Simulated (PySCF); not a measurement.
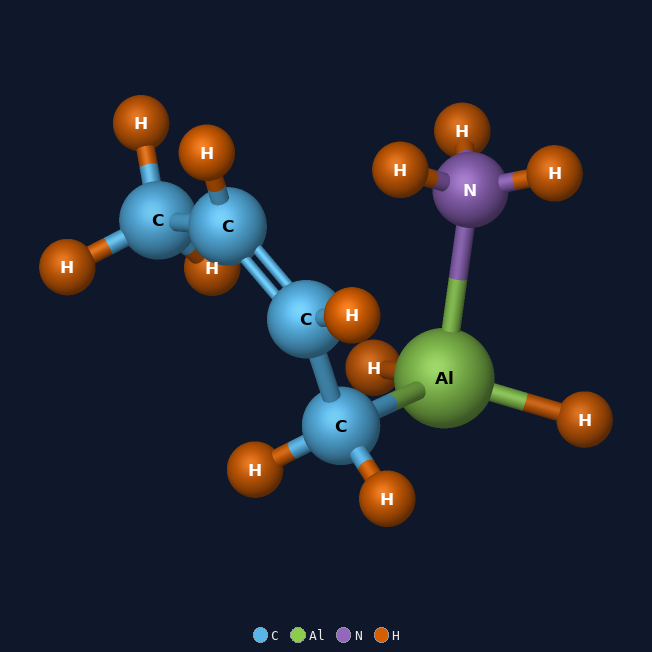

Ball-and-stick drawing of a structure.

The computed structure is the end point of a GFN2-xTB optimisation. No frequency run is at hand to confirm it as a minimum.

Question: Count the atoms of each element.

Answer: C4H12AlN, 18 atoms: 4 carbon, 12 hydrogen, 1 aluminium and 1 nitrogen.

Question: Write the SMILES.

Answer: C/C=C\[CH2][AlH2-][NH3+]

Question: Name some functional groups or characteristic bonds that it holds.

Answer: Among them: alkene.

Question: Give the symmetry (Schoenflies symbol).

Answer: C1.

Question: Count the bonded pairs by element.

Answer: 7 C–H, 3 C–C, 3 N–H, 2 Al–H, 1 C–Al, 1 Al–N.

More results for the same structure follow; atom numbers are the same in all pictures, views and colours differ.

Electronic properties

No frequency run is at hand to confirm it as a minimum. Properties computed with PBE0/def2-SVPD, gas phase (PySCF 2.14.0). Excitations: vertical, linear response.

Question: What is the mean static polarisability?

Answer: 90.8 bohr³.

Question: Give the LUMO energy (Kohn–Sham orbital) at this level.

Answer: −0.14 eV.

Question: Estimate the brightest of the 6 lowest singlets.

Answer: 5.82 eV.

Question: Give the lowest vertical singlet excitation at this level.

Answer: 5.18 eV.

Charges

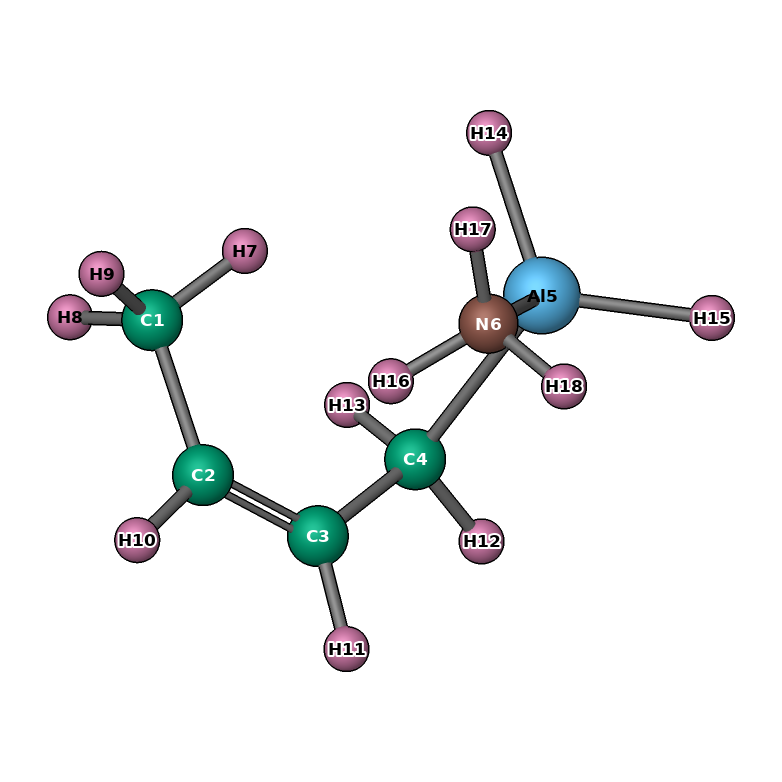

The questions are on IAO charges. No frequency run is at hand to confirm it as a minimum. Level of theory: PBE0/pcSseg-1, gas phase (PySCF 2.14.0).

Question: Which atom carries the highest charge (most positive or least negative)?

Answer: Al5 (0.61 e).

Question: And the lowest?

Answer: C4, N6 (−0.62 e).

List the IAO charges.

```csv
atom,value (e)
C1,−0.43
C2,−0.22
C3,−0.13
C4,−0.62
Al5,0.61
N6,−0.62
H7,0.14
H8,0.16
H9,0.14
H10,0.14
H11,0.14
H12,0.14
H13,0.15
H14,−0.24
H15,−0.24
H16,0.28
H17,0.29
H18,0.29
```

NMR shielding

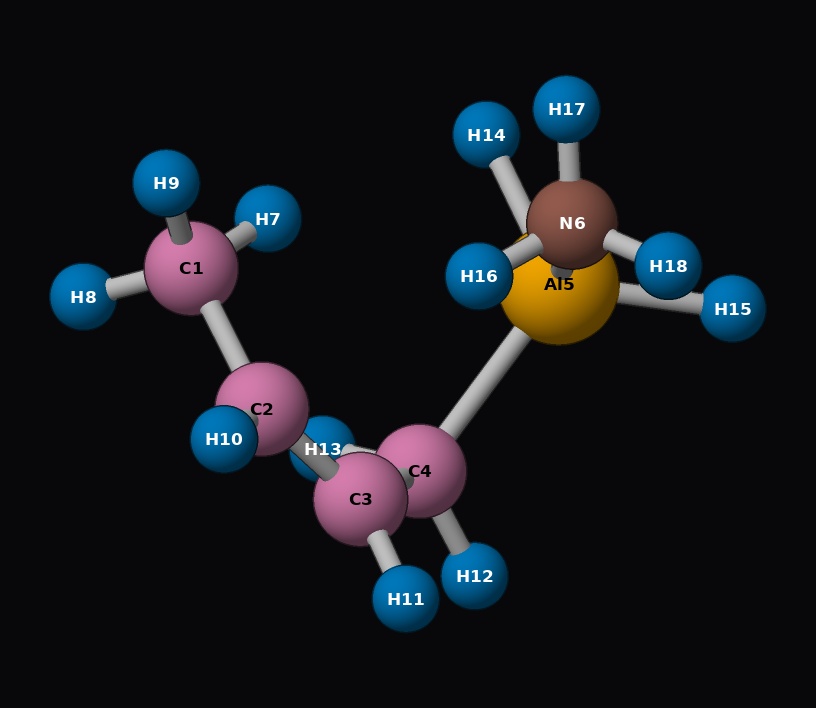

No frequency run is at hand to confirm it as a minimum. Method: GIAO PBE0/pcSseg-1 NMR shielding, non-relativistic, gas phase (PySCF 2.14.0). Principal shieldings σ11 ≤ σ22 ≤ σ33, span Ω = σ33 − σ11, skew κ = 3(σiso − σ22)/Ω.

Give the shielding tensors of the N atoms.

```
atom    σ11    σ22    σ33   σiso     Ω      κ
  N6  221.3  251.3  257.4  243.3  36.2  −0.66
```

Shieldings and span in ppm.

Quadrupole coupling

No frequency run is at hand to confirm it as a minimum. Electric field gradients from the ground-state density, PBE0/pcSseg-1 (PySCF 2.14.0), non-relativistic apart from any core potentials.

Give the largest field-gradient component, the quadrupole coupling constant and the asymmetry for 27Al at Al5 (Q = 146.6 mb), 14N at N6 (Q = 20.44 mb), 2H at H7 (Q = 2.86 mb), 2H at H8 (Q = 2.86 mb).

```
atom  V_zz (a.u.)  e²qQ/h (MHz)     η
 Al5        0.839          28.9  0.23
  N6       −0.646         −3.10  0.18
  H7        0.298         0.200  0.03
  H8        0.311         0.209  0.01
```

The geometry is semi-empirical. Around Al such bond lengths and angles can be off by a tenth of an ångström or more and by several degrees, and values that hang on the shape move with them.
